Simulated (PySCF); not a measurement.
**One shape, several levels: singlet CH5GeO+**

Wanted: a comparison of 6 runs (HF/STO-3G, B3LYP/6-31G*, B2PLYP/cc-pVDZ, M06-2X/cc-pVDZ, wB97X/cc-pVDZ, SCS-MP2/cc-pVDZ) of singlet CH5GeO+. Input form: a Python script.

The results are computed with PySCF 2.14.0.

1 further run of the same task is left out (set aside as unsound or not needed).

### Step 1. The structure to begin with

The species is CH5GeO+ (8 atoms), meant as a singlet with charge +1. As SMILES of the parent species, `[CH3][GeH][OH]`. The coordinates come from a PBE0-D4/def2-TZVP relaxation. This is one conformer, not always the lowest. That shape belongs to the parent species and isn't relaxed for this state.

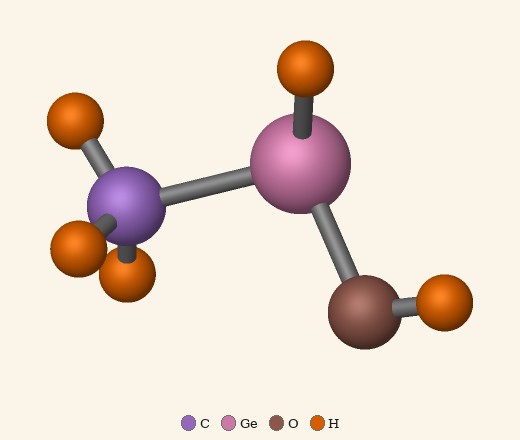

The structure, seen from a chosen angle (carbon purple, germanium pink, oxygen brown, hydrogen orange).

### Step 2. The energy at HF/STO-3G (run 1)

Contents of calc.py:

```python
from pyscf import gto

mol = gto.Mole()
mol.atom = '''
C       -0.669700       0.837400      -0.542800
Ge       0.882200      -0.278900      -0.139000
O        0.160100      -1.768900       0.546400
H       -0.349800       1.807700      -0.923500
H       -1.247600       0.978300       0.373300
H       -1.296000       0.347300      -1.287700
H        1.802100       0.357700       0.954000
H        0.810900      -2.337900       0.963600
'''
mol.verbose = 3
mol.basis = 'sto-3g'
mol.charge = 1
mol.max_memory = 1860
mol.build()

hf = mol.RHF()
hf.conv_tol = 1e-10
hf.kernel()
if not hf.converged:
    hf = hf.newton().run(hf.mo_coeff, hf.mo_occ)

etot = hf.e_tot
print('Final energy', etot)
```

Started as:

```sh
$ OMP_NUM_THREADS=1 python calc.py
```

Log:

```text
converged SCF energy = -2165.6838305966
Final energy -2165.6838305965985
```

Wall time 1.1 s (1 thread of Arm Neoverse V1, shared host); peak memory 0.12 GiB.

### Step 3. A single-point energy at B3LYP/6-31G(d) (spherical functions) (run 2)

Contents of job.py:

```python
from pyscf import gto, dft

molecule = gto.M(
    atom='''
C     -0.669700     0.837400    -0.542800
Ge     0.882200    -0.278900    -0.139000
O      0.160100    -1.768900     0.546400
H     -0.349800     1.807700    -0.923500
H     -1.247600     0.978300     0.373300
H     -1.296000     0.347300    -1.287700
H      1.802100     0.357700     0.954000
H      0.810900    -2.337900     0.963600
''',
    verbose=3,
    max_memory=1860,
    basis='6-31g*',
    charge=1,
)

mf = dft.RKS(molecule, xc='b3lyp')
mf.grids.level = 5
mf.conv_tol = 1e-10
mf.kernel()
if not mf.converged:
    mf = mf.newton().run(mf.mo_coeff, mf.mo_occ)

e_final = mf.e_tot
print('E = %.10f Eh' % e_final)
```

Started as:

```sh
$ OMP_NUM_THREADS=1 python job.py
```

Log:

```text
converged SCF energy = -2192.78542430575
E = -2192.7854243058 Eh
```

Wall time 18 s (1 thread of Arm Neoverse V1, shared host); peak memory 0.37 GiB.

Runs 3 to 4 aren't shown in full; the table further down has their settings and results.

### Step 4. A single-point energy at wB97X/cc-pVDZ (run 5)

Contents of run.py:

```python
from pyscf import gto, dft

mol = gto.Mole()
mol.atom = '''
C     -0.669700     0.837400    -0.542800
Ge     0.882200    -0.278900    -0.139000
O      0.160100    -1.768900     0.546400
H     -0.349800     1.807700    -0.923500
H     -1.247600     0.978300     0.373300
H     -1.296000     0.347300    -1.287700
H      1.802100     0.357700     0.954000
H      0.810900    -2.337900     0.963600
'''
mol.max_memory = 1860
mol.charge = 1
mol.basis = 'cc-pvdz'
mol.verbose = 3
mol.build()

calc0 = dft.RKS(mol, xc='wb97x')
calc0.grids.level = 5
calc0.conv_tol = 1e-10
calc0.kernel()
if not calc0.converged:
    calc0 = calc0.newton().run(calc0.mo_coeff, calc0.mo_occ)

e_final = calc0.e_tot
print('Final energy', e_final)
```

Started as:

```sh
$ OMP_NUM_THREADS=1 python run.py
```

Log:

```text
converged SCF energy = -2193.01308753885
Final energy -2193.0130875388536
```

Wall time 31 s (1 thread of Arm Neoverse V1, shared host); peak memory 0.41 GiB.

### Step 5. The energy at SCS-MP2/cc-pVDZ (run 6)

Contents of calc.py:

```python
from pyscf import gto, scf, mp

molecule = gto.Mole()
molecule.atom = '''
C       -0.669700       0.837400      -0.542800
Ge       0.882200      -0.278900      -0.139000
O        0.160100      -1.768900       0.546400
H       -0.349800       1.807700      -0.923500
H       -1.247600       0.978300       0.373300
H       -1.296000       0.347300      -1.287700
H        1.802100       0.357700       0.954000
H        0.810900      -2.337900       0.963600
'''
molecule.max_memory = 1860
molecule.verbose = 3
molecule.charge = 1
molecule.basis = 'cc-pvdz'
molecule.build()

hf = scf.RHF(molecule)
hf.conv_tol = 1e-10
hf.kernel()
if not hf.converged:
    hf = hf.newton().run(hf.mo_coeff, hf.mo_occ)

pt = mp.MP2(hf, frozen=11).run()
e_final = hf.e_tot + 1.2 * pt.e_corr_os + pt.e_corr_ss / 3
print('E(%s) = %.9f' % ('SCS-MP2', e_final))
```

Started as:

```sh
$ OMP_NUM_THREADS=1 python calc.py
```

Log:

```text
converged SCF energy = -2190.6850409848
E(RMP2) = -2191.12742173601  E_corr = -0.442380751210081
E(SCS-RMP2) = -2191.12363885917  E_corr = -0.438597874360877
E(SCS-MP2) = -2191.123638859
```

It took 2.3 s on 1 thread of Arm Neoverse V1, shared host; peak memory 0.18 GiB.

### Step 6. All runs side by side

```
run                               level  integration grid  frozen core orbitals   energy (Eh)  HOMO energy (eV)  LUMO energy (eV)  HOMO–LUMO gap (eV)  wall time
  1                           HF/STO-3G                 –                     –  -2165.683831            -16.89             -4.73               12.16      1.1 s
  2  B3LYP/6-31G* (spherical functions)                 5                     –  -2192.785424            -14.84            -10.36                4.49       18 s
  3                      B2PLYP/cc-pVDZ                 5                    11  -2192.479333            -16.25             -8.95                7.30       22 s
  4                      M06-2X/cc-pVDZ                 5                     –  -2192.958392            -16.29             -9.17                7.12       37 s
  5                       wB97X/cc-pVDZ                 5                     –  -2193.013088            -17.44             -8.01                9.43       31 s
  6                     SCS-MP2/cc-pVDZ                 –                    11  -2191.123639            -18.18             -6.88               11.30      2.3 s
```

### Step 7. What came out

| quantity | value |
| --- | --- |
| run 6: total energy | -2191.12364 Eh |
| run 6: HOMO energy (Hartree–Fock orbitals) | -18.18 eV |
| run 6: LUMO energy (Hartree–Fock orbitals) | -6.88 eV |
| run 6: HOMO–LUMO gap (Hartree–Fock orbitals) | 11.30 eV |
| run 6: correlation energy (11 core orbitals frozen) | -438.6 mEh |

In words: Over runs 1, 2, 3, 4, 5 the HOMO–LUMO gap runs from 4.49 eV (B3LYP/6-31G*) to 12.16 eV (HF/STO-3G). The two ends differ in method and basis. Totals of different functionals can't be ranked against each other. In run 1 the basis is minimal, so the values are rough. All runs together took 1.9 min, the longest 37 s.
